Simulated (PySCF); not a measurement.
# Excited-state calculation of C₃H₇BrGe

C₃H₇BrGe, SMILES C=[C](C)[GeH2][Br], computed with TDDFT wB97X-D/def2-SVPD, vertical, gas phase, core orbitals frozen in the response (PySCF 2.14.0).

The geometry comes from this level: GFN2-xTB.

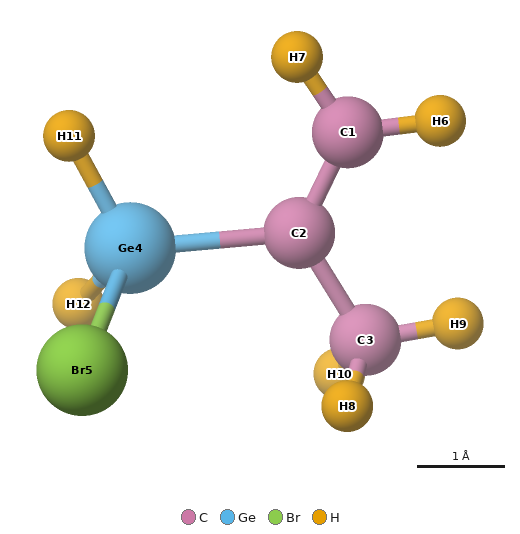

Fig. 1: The structure as given in the input (ball-and-stick view, seen at a tilt; atoms are numbered from 1 in the order of the input). Sticks mark near contacts. Bond lengths as drawn: Br–Ge 2.28 Å, C–C 1.32 to 1.49 Å, C–Ge 1.97 Å, C–H 1.08 to 1.09 Å and Ge–H 1.51 to 1.52 Å.

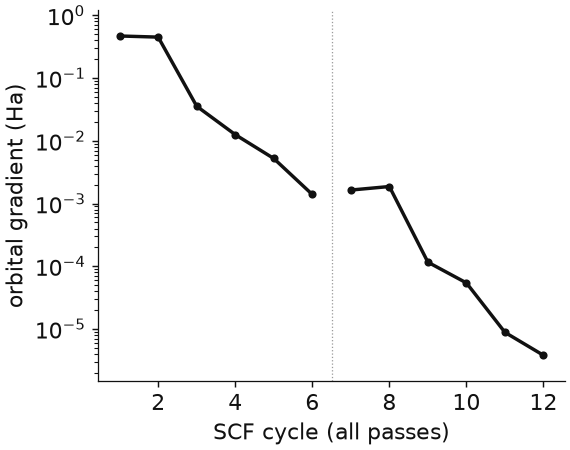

Fig. 2: Convergence of the self-consistent field: orbital gradient against the SCF cycle. The dotted line marks the change from a coarse to the final integration grid. The first 6 cycles use a coarse grid, the final grid takes over at cycle 7, and the field converges after 12 cycles in all.

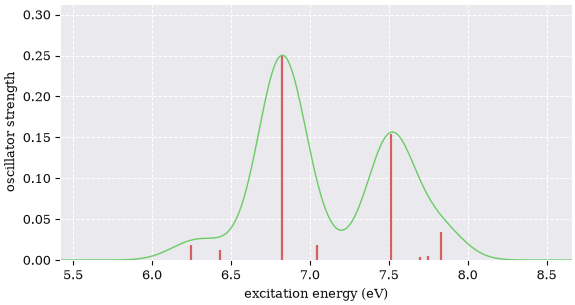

Fig. 3: Computed excitations as sticks (degenerate states added up, dark ones marked on the axis), with a Gaussian envelope of 0.35 eV full width at half maximum, scaled to the tallest. Of the 8 states the lowest lies at 6.25 eV (f = 0.019); the strongest line is at 6.82 eV, or 182 nm (f = 0.250).

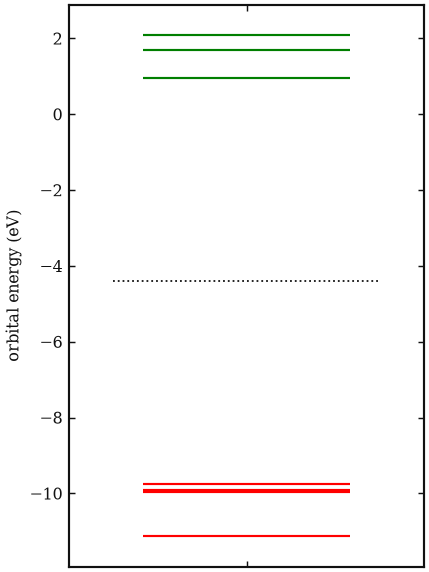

Fig. 4: Orbital energies near the frontier; the dotted line parts filled from empty levels, and levels within 0.02 eV of each other stand side by side. Highest filled −9.76 eV, lowest empty 0.95 eV, 10.71 eV apart.

These pictures come from the run below.

Input
```
{"job": {"kind": "uv", "xc": "wB97X-D", "basis": "def2-SVPD", "nstates": 8, "ntriplets": 3}, "charge": 0, "multiplicity": 1}
C     -0.553816     1.496509    -0.532774
C     -0.281365     0.286055    -0.071273
C     -1.292037    -0.808809     0.033748
Ge     1.553985    -0.162248     0.487783
Br     2.364032    -1.772367    -0.915876
H     -1.543278     1.775886    -0.861987
H      0.204834     2.261711    -0.597293
H     -0.991396    -1.656328    -0.585940
H     -2.275997    -0.472866    -0.287104
H     -1.355900    -1.162043     1.064880
H      2.515629     1.002167     0.374159
H      1.656509    -0.788353     1.865649
```

The first line tells a small driver script what to run in PySCF; the rest is the geometry in Å.

Launched with:
```bash
OMP_NUM_THREADS=1 python <driver script> task.json out
```

The program's output
```
coarse grid: 47592 points
cycle   1  E = -4769.0964479556  dE = -1.249e+00  |g| = 4.693e-01  |ddm| = 4.764e+00
cycle   2  E = -4769.1121670104  dE = -1.572e-02  |g| = 4.502e-01  |ddm| = 1.445e+00
cycle   3  E = -4769.1413470351  dE = -2.918e-02  |g| = 3.558e-02  |ddm| = 7.622e-01
cycle   4  E = -4769.1415704200  dE = -2.234e-04  |g| = 1.256e-02  |ddm| = 1.052e-01
cycle   5  E = -4769.1416162036  dE = -4.578e-05  |g| = 5.230e-03  |ddm| = 4.168e-02
cycle   6  E = -4769.1416234243  dE = -7.221e-06  |g| = 1.395e-03  |ddm| = 1.263e-02
final grid: 97344 points
cycle   7  E = -4769.1410834924  dE = -1.583e-06  |g| = 1.642e-03  |ddm| = 1.127e-02
cycle   8  E = -4769.1410833479  dE =  1.445e-07  |g| = 1.869e-03  |ddm| = 6.263e-03
cycle   9  E = -4769.1410841664  dE = -8.185e-07  |g| = 1.163e-04  |ddm| = 2.816e-03
cycle  10  E = -4769.1410841706  dE = -4.141e-09  |g| = 5.432e-05  |ddm| = 2.951e-04
cycle  11  E = -4769.1410841716  dE = -1.080e-09  |g| = 8.845e-06  |ddm| = 1.864e-04
cycle  12  E = -4769.1410841717  dE = -3.456e-11  |g| = 3.810e-06  |ddm| = 3.226e-05
converged SCF energy = -4769.1410841717

Static polarisability (au): isotropic 88.482, principal 76.305 83.411 105.729

Singlet excitations
state   eV       nm        f      main configurations
  1   6.2469    198.5   0.01892   H-1->L 0.62, H->L 0.27
  2   6.4299    192.8   0.01246   H-2->L 0.85
  3   6.8212    181.8   0.25029   H->L 0.67, H-1->L 0.27
  4   7.0459    176.0   0.01829   H-3->L 0.41, H-1->L+1 0.19, H-1->L+2 0.14
  5   7.5122    165.0   0.15365   H->L+1 0.69, H-1->L+1 0.12, H->L+3 0.12
  6   7.7009    161.0   0.00349   H-2->L+1 0.34, H-1->L+1 0.34
  7   7.7479    160.0   0.00464   H-2->L+1 0.43, H-1->L+1 0.16, H->L+2 0.10
  8   7.8335    158.3   0.03449   H->L+2 0.43, H-1->L+3 0.13, H->L+3 0.11

Triplet excitations (Tamm-Dancoff, eV): 4.4484 5.8525 6.0448
```

Summary

| quantity | value |
| --- | --- |
| outcome | converged |
| total energy | −4769.141084 hartree |
| HOMO | −9.76 eV |
| LUMO | 0.95 eV |
| dipole moment | 2.38 D |
| mean polarisability | 88.48 a.u. |
| lowest singlet excitation | 6.25 eV |
| hardware | 1 CPU thread, shared host |
| wall time | 1.8 min |
| peak memory | 0.78 GiB |

Remarks

Spin–orbit coupling is left out, which matters for the heavy atoms.
